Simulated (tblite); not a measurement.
**C2H10NO2Si2: geometry relaxation (part 3 of 4)**

C2H10NO2Si2, multiplicity 2; GFN2-xTB geometry optimisation, gas phase (tblite 0.8.0). It belongs to a series of runs on one base structure; here: H removed from Si.

Geometry of the input (Å):
```
C  -1.4686  0.6624  0.6313
N  -0.8219  -0.4186  -0.1136
C  -1.4940  -1.6832  0.2343
Si 0.8809  -0.3997  -0.3422
O  1.1057  -1.3512  -1.6590
O  1.3296  1.1385  -0.6538
Si 2.7269  2.0064  -0.8817
H  -1.1474  1.6547  0.2780
H  -1.2670  0.6048  1.7092
H  -2.5682  0.6390  0.4918
H  -1.1804  -2.5033  -0.4201
H  -1.3248  -1.9779  1.2732
H  -2.5912  -1.5908  0.0914
H  1.5614  -0.9614  0.8521
H  0.3826  -1.2479  -2.3046
H  2.3765  3.3977  -1.2388
H  3.4928  2.0426  0.3956
```

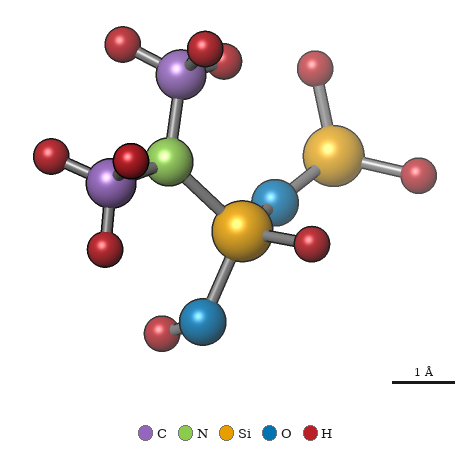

Figure 1. The geometry at step 104 of the log (ball-and-stick view, seen at a tilt).

### Trajectory as extended XYZ, continued
```
17
Properties=species:S:1:pos:R:3:forces:R:3 step=79 energy=-653.43574
C    -1.2069    0.7725    0.7021   -0.0110  -0.0070   0.0130
N    -0.7128   -0.3933    0.0142   -0.0100  -0.0060  -0.0010
C    -1.5992   -1.5240    0.1410   -0.0050   0.0020  -0.0060
Si    0.9559   -0.6182   -0.3230    0.0090  -0.0160  -0.0190
O     1.1402   -1.7822   -1.4365   -0.0070   0.0030  -0.0130
O     1.4944    0.8042   -0.8827    0.0040  -0.0050  -0.0110
Si    2.1900    2.2641   -0.9015    0.0160   0.0080  -0.0020
H    -0.4982    1.5859    0.5834   -0.0280   0.0170  -0.0130
H    -1.3469    0.5832    1.7734    0.0090  -0.0140   0.0170
H    -2.1722    1.0730    0.2831    0.0070   0.0040  -0.0110
H    -1.1694   -2.3839   -0.3642    0.0180   0.0090  -0.0110
H    -1.7691   -1.7903    1.1912    0.0080   0.0130   0.0060
H    -2.5680   -1.2916   -0.3124   -0.0020   0.0040   0.0100
H     1.8351   -1.0748    0.7449   -0.0150  -0.0010  -0.0050
H     0.7660   -1.6801   -2.3089    0.0190   0.0120   0.0440
H     1.2245    3.2482   -0.4220   -0.0120  -0.0060   0.0080
H     3.4297    2.2193   -0.1389    0.0000  -0.0170  -0.0060
17
Properties=species:S:1:pos:R:3:forces:R:3 step=83 energy=-653.43659
C    -1.2139    0.7735    0.7001    0.0040   0.0020  -0.0030
N    -0.7132   -0.3884    0.0096    0.0060   0.0080  -0.0040
C    -1.5948   -1.5224    0.1384    0.0080  -0.0010  -0.0010
Si    0.9579   -0.6172   -0.3195   -0.0050   0.0210  -0.0030
O     1.1438   -1.7792   -1.4343   -0.0060  -0.0120   0.0180
O     1.5007    0.8021   -0.8813    0.0010   0.0050  -0.0100
Si    2.1967    2.2620   -0.9016    0.0060  -0.0100   0.0030
H    -0.5207    1.5985    0.5701    0.0070  -0.0030   0.0040
H    -1.3402    0.5828    1.7733    0.0030   0.0090   0.0010
H    -2.1854    1.0633    0.2880   -0.0100  -0.0200   0.0020
H    -1.1639   -2.3758   -0.3769   -0.0050  -0.0040   0.0000
H    -1.7537   -1.7947    1.1891    0.0070   0.0030  -0.0020
H    -2.5684   -1.2897   -0.3038   -0.0030  -0.0040   0.0030
H     1.8358   -1.0779    0.7473   -0.0200   0.0030   0.0020
H     0.7502   -1.6772   -2.2969    0.0080   0.0020  -0.0160
H     1.2273    3.2414   -0.4212   -0.0090   0.0070   0.0100
H     3.4348    2.2111   -0.1375    0.0070  -0.0060  -0.0040
17
Properties=species:S:1:pos:R:3:forces:R:3 step=86 energy=-653.43687
C    -1.2144    0.7728    0.6994   -0.0030   0.0040  -0.0010
N    -0.7132   -0.3874    0.0068   -0.0040   0.0060   0.0030
C    -1.5941   -1.5222    0.1376    0.0020   0.0060   0.0010
Si    0.9579   -0.6148   -0.3205   -0.0030  -0.0110   0.0020
O     1.1424   -1.7804   -1.4317   -0.0110  -0.0030   0.0010
O     1.5055    0.8005   -0.8867   -0.0160  -0.0050  -0.0090
Si    2.1974    2.2615   -0.8989   -0.0030   0.0320  -0.0140
H    -0.5230    1.5996    0.5692   -0.0030  -0.0060  -0.0040
H    -1.3379    0.5822    1.7732    0.0020   0.0040  -0.0060
H    -2.1880    1.0578    0.2886   -0.0030  -0.0030   0.0100
H    -1.1661   -2.3769   -0.3778    0.0040   0.0040  -0.0020
H    -1.7510   -1.7928    1.1886    0.0100  -0.0040   0.0070
H    -2.5693   -1.2895   -0.3013   -0.0010  -0.0010  -0.0050
H     1.8322   -1.0734    0.7495   -0.0070   0.0000   0.0110
H     0.7506   -1.6734   -2.2949    0.0150  -0.0090  -0.0110
H     1.2260    3.2400   -0.4174    0.0080  -0.0110   0.0100
H     3.4379    2.2085   -0.1404    0.0130  -0.0040   0.0080
17
Properties=species:S:1:pos:R:3:forces:R:3 step=90 energy=-653.43737
C    -1.2208    0.7731    0.7003   -0.0020   0.0000  -0.0010
N    -0.7157   -0.3839    0.0064   -0.0090  -0.0100  -0.0030
C    -1.5914   -1.5219    0.1406   -0.0050  -0.0100   0.0000
Si    0.9547   -0.6099   -0.3234    0.0000  -0.0010   0.0000
O     1.1347   -1.7803   -1.4306   -0.0010   0.0070  -0.0070
O     1.4991    0.8036   -0.8982    0.0050   0.0010  -0.0070
Si    2.2078    2.2582   -0.9021   -0.0060  -0.0160   0.0170
H    -0.5348    1.6034    0.5664   -0.0060   0.0110  -0.0100
H    -1.3383    0.5829    1.7747    0.0020   0.0020   0.0020
H    -2.1987    1.0477    0.2933   -0.0030   0.0200   0.0110
H    -1.1622   -2.3744   -0.3772    0.0070   0.0010   0.0030
H    -1.7412   -1.7926    1.1931    0.0010  -0.0050  -0.0080
H    -2.5693   -1.2941   -0.2953    0.0050   0.0020   0.0090
H     1.8263   -1.0652    0.7505   -0.0010   0.0020   0.0050
H     0.7671   -1.6603   -2.3029    0.0150  -0.0140  -0.0040
H     1.2338    3.2339   -0.4220    0.0130   0.0110   0.0080
H     3.4418    2.1918   -0.1306   -0.0140   0.0000  -0.0130
17
Properties=species:S:1:pos:R:3:forces:R:3 step=93 energy=-653.43770
C    -1.2207    0.7756    0.7015    0.0000   0.0060  -0.0060
N    -0.7149   -0.3825    0.0087    0.0050   0.0190  -0.0010
C    -1.5900   -1.5209    0.1403    0.0100   0.0060   0.0010
Si    0.9547   -0.6109   -0.3238   -0.0130   0.0150  -0.0010
O     1.1308   -1.7847   -1.4279    0.0080  -0.0050  -0.0140
O     1.4962    0.8003   -0.9084    0.0150  -0.0040   0.0040
Si    2.2017    2.2563   -0.9004   -0.0120  -0.0150  -0.0030
H    -0.5371    1.6086    0.5655   -0.0120  -0.0210  -0.0050
H    -1.3386    0.5875    1.7766    0.0120   0.0000  -0.0090
H    -2.1993    1.0495    0.2952    0.0000   0.0100   0.0070
H    -1.1590   -2.3714   -0.3790    0.0030  -0.0060   0.0010
H    -1.7394   -1.7930    1.1917   -0.0090  -0.0150   0.0100
H    -2.5663   -1.2915   -0.2963   -0.0210  -0.0030   0.0030
H     1.8261   -1.0639    0.7518   -0.0040   0.0080  -0.0070
H     0.7796   -1.6633   -2.3068    0.0130  -0.0060   0.0100
H     1.2298    3.2272   -0.4083    0.0040   0.0170   0.0120
H     3.4396    2.1891   -0.1372    0.0010  -0.0050  -0.0020
17
Properties=species:S:1:pos:R:3:forces:R:3 step=97 energy=-653.43831
C    -1.2264    0.7769    0.6997   -0.0010   0.0040   0.0020
N    -0.7207   -0.3768    0.0007   -0.0090  -0.0060  -0.0050
C    -1.5884   -1.5201    0.1409   -0.0100   0.0000   0.0060
Si    0.9493   -0.6060   -0.3283   -0.0010  -0.0120  -0.0080
O     1.1279   -1.7866   -1.4248    0.0150  -0.0090   0.0060
O     1.5001    0.7967   -0.9241   -0.0060   0.0080   0.0120
Si    2.2010    2.2543   -0.8969    0.0030   0.0140  -0.0070
H    -0.5492    1.6125    0.5566    0.0120   0.0150  -0.0040
H    -1.3299    0.5858    1.7753    0.0070   0.0070   0.0080
H    -2.2110    1.0479    0.3069   -0.0050  -0.0040  -0.0060
H    -1.1551   -2.3694   -0.3793   -0.0200   0.0100  -0.0050
H    -1.7289   -1.7930    1.1939   -0.0010  -0.0020  -0.0010
H    -2.5701   -1.2939   -0.2868    0.0030  -0.0260   0.0000
H     1.8124   -1.0533    0.7568    0.0030   0.0070  -0.0130
H     0.8022   -1.6650   -2.3132    0.0050   0.0050   0.0070
H     1.2356    3.2267   -0.3918    0.0150  -0.0100   0.0110
H     3.4442    2.1753   -0.1426   -0.0110  -0.0010  -0.0040
17
Properties=species:S:1:pos:R:3:forces:R:3 step=101 energy=-653.43886
C    -1.2279    0.7811    0.6973    0.0120  -0.0070  -0.0080
N    -0.7257   -0.3715   -0.0078    0.0040  -0.0130   0.0040
C    -1.5887   -1.5177    0.1397   -0.0090  -0.0120  -0.0090
Si    0.9454   -0.6053   -0.3330   -0.0020   0.0110   0.0100
O     1.1317   -1.7940   -1.4194    0.0070   0.0080   0.0200
O     1.5027    0.7941   -0.9313   -0.0140   0.0090   0.0020
Si    2.1947    2.2561   -0.8961   -0.0040  -0.0020   0.0060
H    -0.5550    1.6192    0.5462    0.0000   0.0050  -0.0090
H    -1.3168    0.5907    1.7747    0.0000   0.0040  -0.0070
H    -2.2182    1.0471    0.3150    0.0060  -0.0020   0.0030
H    -1.1585   -2.3640   -0.3865    0.0090  -0.0140  -0.0050
H    -1.7197   -1.7943    1.1929    0.0000   0.0080   0.0020
H    -2.5736   -1.2992   -0.2821   -0.0270   0.0090   0.0060
H     1.8027   -1.0443    0.7595    0.0110  -0.0030  -0.0040
H     0.8162   -1.6775   -2.3117   -0.0010   0.0060  -0.0080
H     1.2366    3.2168   -0.3566    0.0030  -0.0010   0.0040
H     3.4469    2.1747   -0.1577    0.0040  -0.0060  -0.0070
17
Properties=species:S:1:pos:R:3:forces:R:3 step=104 energy=-653.43911
C    -1.2252    0.7820    0.6945   -0.0060   0.0010  -0.0010
N    -0.7261   -0.3719   -0.0110   -0.0020   0.0070  -0.0010
C    -1.5908   -1.5176    0.1363    0.0040   0.0090   0.0000
Si    0.9458   -0.6051   -0.3320    0.0010   0.0010   0.0060
O     1.1349   -1.7969   -1.4142   -0.0020   0.0050  -0.0100
O     1.5050    0.7920   -0.9340   -0.0200   0.0030   0.0030
Si    2.1876    2.2578   -0.8940    0.0010   0.0030  -0.0050
H    -0.5551    1.6224    0.5391   -0.0060  -0.0200  -0.0120
H    -1.3098    0.5947    1.7728    0.0090  -0.0030  -0.0050
H    -2.2181    1.0462    0.3178    0.0060  -0.0020  -0.0070
H    -1.1614   -2.3630   -0.3930   -0.0080  -0.0030   0.0070
H    -1.7171   -1.7936    1.1901   -0.0070  -0.0080  -0.0030
H    -2.5781   -1.2974   -0.2807    0.0030   0.0060   0.0070
H     1.8028   -1.0406    0.7620    0.0100  -0.0030  -0.0010
H     0.8163   -1.6856   -2.3067    0.0090   0.0040   0.0160
H     1.2338    3.2084   -0.3319   -0.0130   0.0130   0.0070
H     3.4484    2.1802   -0.1719    0.0210  -0.0120  -0.0020
17
Properties=species:S:1:pos:R:3:forces:R:3 step=108 energy=-653.43967
C    -1.2299    0.7810    0.6901   -0.0070  -0.0020  -0.0010
N    -0.7345   -0.3726   -0.0176    0.0020  -0.0080  -0.0060
C    -1.5946   -1.5208    0.1384    0.0050  -0.0030   0.0160
Si    0.9395   -0.5985   -0.3336    0.0090  -0.0100   0.0000
O     1.1375   -1.7944   -1.4097    0.0000   0.0140  -0.0180
O     1.4902    0.8006   -0.9407   -0.0110   0.0020   0.0090
Si    2.1929    2.2575   -0.8935    0.0000  -0.0100   0.0260
H    -0.5665    1.6229    0.5204    0.0180   0.0080  -0.0060
H    -1.2966    0.5974    1.7699   -0.0070   0.0050   0.0040
H    -2.2272    1.0401    0.3246   -0.0250  -0.0050  -0.0020
H    -1.1654   -2.3654   -0.3928   -0.0240   0.0070  -0.0040
H    -1.7106   -1.7980    1.1932    0.0040   0.0000   0.0060
H    -2.5888   -1.3050   -0.2659    0.0360   0.0070  -0.0110
H     1.7983   -1.0285    0.7615    0.0050   0.0060   0.0060
H     0.8409   -1.6764   -2.3087    0.0030  -0.0050   0.0060
H     1.2505    3.2121   -0.3164    0.0020   0.0040  -0.0020
H     3.4572    2.1603   -0.1761   -0.0080  -0.0100  -0.0210
17
Properties=species:S:1:pos:R:3:forces:R:3 step=111 energy=-653.44025
C    -1.2318    0.7834    0.6843    0.0020  -0.0010  -0.0090
N    -0.7372   -0.3721   -0.0224    0.0070  -0.0060   0.0220
C    -1.5954   -1.5208    0.1381    0.0000  -0.0070   0.0040
Si    0.9388   -0.5969   -0.3305   -0.0110  -0.0030  -0.0090
O     1.1426   -1.7953   -1.4019    0.0180  -0.0060   0.0090
O     1.4764    0.8036   -0.9472    0.0090  -0.0010   0.0220
Si    2.1841    2.2573   -0.8864   -0.0030   0.0040  -0.0040
H    -0.5742    1.6271    0.4975   -0.0080  -0.0030   0.0050
H    -1.2821    0.6084    1.7670   -0.0110   0.0060  -0.0170
H    -2.2361    1.0332    0.3295    0.0020  -0.0100   0.0070
H    -1.1746   -2.3635   -0.4018    0.0080  -0.0070  -0.0080
H    -1.7034   -1.8044    1.1915    0.0080   0.0050   0.0250
H    -2.5914   -1.3034   -0.2576   -0.0040   0.0210  -0.0150
H     1.8012   -1.0212    0.7647   -0.0090   0.0170   0.0000
H     0.8560   -1.6794   -2.3035   -0.0110   0.0020  -0.0290
H     1.2569    3.2069   -0.2783   -0.0020   0.0050   0.0060
H     3.4633    2.1490   -0.1999    0.0050  -0.0150  -0.0090
17
Properties=species:S:1:pos:R:3:forces:R:3 step=115 energy=-653.44081
C    -1.2366    0.7830    0.6756   -0.0010  -0.0020   0.0100
N    -0.7416   -0.3740   -0.0272    0.0050  -0.0010  -0.0020
C    -1.5966   -1.5239    0.1394    0.0010   0.0040  -0.0030
Si    0.9352   -0.5936   -0.3299    0.0160  -0.0070   0.0020
O     1.1517   -1.7928   -1.3978   -0.0010   0.0040  -0.0220
O     1.4681    0.8095   -0.9437    0.0000   0.0020   0.0060
Si    2.1829    2.2592   -0.8808    0.0070   0.0010  -0.0130
H    -0.5901    1.6305    0.4707   -0.0080   0.0110  -0.0030
H    -1.2672    0.6183    1.7596   -0.0100   0.0010   0.0220
H    -2.2498    1.0187    0.3385    0.0000  -0.0040  -0.0190
H    -1.1830   -2.3631   -0.4124    0.0030  -0.0010   0.0180
H    -1.6891   -1.8108    1.1944   -0.0120  -0.0010  -0.0200
H    -2.5959   -1.3006   -0.2461    0.0000  -0.0060   0.0160
H     1.7961   -1.0082    0.7700   -0.0070   0.0060   0.0050
H     0.8624   -1.6795   -2.2996    0.0000  -0.0070  -0.0040
H     1.2729    3.2082   -0.2472   -0.0050   0.0060   0.0120
H     3.4736    2.1311   -0.2206    0.0120  -0.0060  -0.0040
17
Properties=species:S:1:pos:R:3:forces:R:3 step=119 energy=-653.44118
C    -1.2394    0.7816    0.6746   -0.0040   0.0010  -0.0030
N    -0.7422   -0.3766   -0.0258    0.0030   0.0100   0.0040
C    -1.5971   -1.5259    0.1422    0.0030   0.0030   0.0030
Si    0.9345   -0.5930   -0.3319   -0.0060   0.0110   0.0010
O     1.1549   -1.7894   -1.4029    0.0040   0.0110   0.0090
O     1.4589    0.8150   -0.9416    0.0090  -0.0010  -0.0050
Si    2.1862    2.2586   -0.8809   -0.0050   0.0060   0.0050
H    -0.5982    1.6320    0.4630   -0.0040  -0.0050   0.0070
H    -1.2675    0.6219    1.7602   -0.0060   0.0020  -0.0070
H    -2.2539    1.0116    0.3368    0.0000  -0.0060  -0.0050
H    -1.1852   -2.3666   -0.4080    0.0060  -0.0010  -0.0020
H    -1.6888   -1.8129    1.1963   -0.0060  -0.0030   0.0180
H    -2.5971   -1.3014   -0.2390   -0.0120  -0.0100  -0.0070
H     1.7929   -0.9987    0.7727    0.0060  -0.0120   0.0000
H     0.8722   -1.6737   -2.3063   -0.0050  -0.0010  -0.0100
H     1.2840    3.2119   -0.2399    0.0110  -0.0060   0.0020
H     3.4789    2.1175   -0.2264    0.0060   0.0000  -0.0090
17
Properties=species:S:1:pos:R:3:forces:R:3 step=122 energy=-653.44134
C    -1.2396    0.7822    0.6718   -0.0060   0.0020  -0.0030
N    -0.7413   -0.3765   -0.0266   -0.0110  -0.0100   0.0040
C    -1.5978   -1.5251    0.1413   -0.0040  -0.0070   0.0080
Si    0.9361   -0.5927   -0.3302   -0.0070   0.0000   0.0030
O     1.1601   -1.7883   -1.4012   -0.0040   0.0060  -0.0040
O     1.4596    0.8150   -0.9409    0.0030   0.0040  -0.0060
Si    2.1804    2.2615   -0.8787    0.0110  -0.0010  -0.0020
H    -0.6021    1.6337    0.4547   -0.0030   0.0010   0.0060
H    -1.2639    0.6271    1.7583   -0.0070  -0.0020  -0.0100
H    -2.2560    1.0063    0.3358   -0.0020   0.0030  -0.0020
H    -1.1889   -2.3658   -0.4118    0.0060   0.0080   0.0060
H    -1.6876   -1.8144    1.1957   -0.0040   0.0030  -0.0030
H    -2.5996   -1.2995   -0.2370    0.0170  -0.0070   0.0000
H     1.7943   -0.9964    0.7763   -0.0040  -0.0090  -0.0130
H     0.8708   -1.6785   -2.3037    0.0020   0.0020   0.0140
H     1.2866    3.2076   -0.2176    0.0000   0.0030   0.0090
H     3.4818    2.1160   -0.2433    0.0120   0.0040  -0.0070
17
Properties=species:S:1:pos:R:3:forces:R:3 step=126 energy=-653.44182
C    -1.2497    0.7829    0.6661   -0.0040  -0.0050  -0.0040
N    -0.7465   -0.3777   -0.0249    0.0100   0.0060  -0.0060
C    -1.5980   -1.5287    0.1482    0.0120  -0.0030  -0.0090
Si    0.9313   -0.5859   -0.3309    0.0080   0.0010  -0.0060
O     1.1682   -1.7772   -1.4032   -0.0090  -0.0230   0.0050
O     1.4501    0.8236   -0.9422   -0.0040   0.0030   0.0080
Si    2.1857    2.2627   -0.8757   -0.0020  -0.0010   0.0010
H    -0.6220    1.6392    0.4402    0.0050   0.0020  -0.0120
H    -1.2650    0.6367    1.7531   -0.0220  -0.0050   0.0180
H    -2.2694    0.9920    0.3326   -0.0190   0.0250   0.0050
H    -1.1860   -2.3643   -0.4092    0.0040  -0.0270   0.0120
H    -1.6844   -1.8194    1.2022    0.0130   0.0020   0.0040
H    -2.6018   -1.3084   -0.2261   -0.0020   0.0040  -0.0130
H     1.7890   -0.9929    0.7749   -0.0020   0.0010  -0.0110
H     0.8827   -1.6749   -2.3074   -0.0060   0.0150   0.0070
H     1.3106    3.2068   -0.1862    0.0080  -0.0010   0.0070
H     3.4982    2.0976   -0.2685    0.0100   0.0070  -0.0070
17
Properties=species:S:1:pos:R:3:forces:R:3 step=129 energy=-653.44255
C    -1.2580    0.7825    0.6640   -0.0080   0.0140   0.0100
N    -0.7473   -0.3812   -0.0170    0.0060   0.0380  -0.0100
C    -1.5985   -1.5319    0.1577    0.0140   0.0130  -0.0170
Si    0.9287   -0.5810   -0.3368   -0.0040  -0.0080  -0.0120
O     1.1696   -1.7725   -1.4082   -0.0030  -0.0290   0.0500
O     1.4415    0.8281   -0.9557   -0.0050  -0.0020   0.0210
Si    2.1823    2.2637   -0.8734   -0.0120   0.0230   0.0190
H    -0.6262    1.6389    0.4444   -0.0160  -0.0290  -0.0070
H    -1.2888    0.6391    1.7523   -0.0080  -0.0050  -0.0190
H    -2.2747    0.9929    0.3185    0.0160   0.0140   0.0060
H    -1.1811   -2.3728   -0.3869    0.0140  -0.0270   0.0100
H    -1.6972   -1.8101    1.2137    0.0180  -0.0070   0.0090
H    -2.5976   -1.3147   -0.2301   -0.0190  -0.0030  -0.0140
H     1.7897   -0.9843    0.7667    0.0130   0.0000   0.0070
H     0.9127   -1.6629   -2.3191   -0.0250   0.0230  -0.0330
H     1.3239    3.1912   -0.1376    0.0380  -0.0200  -0.0090
H     3.5140    2.0872   -0.3095   -0.0200   0.0050  -0.0130
```
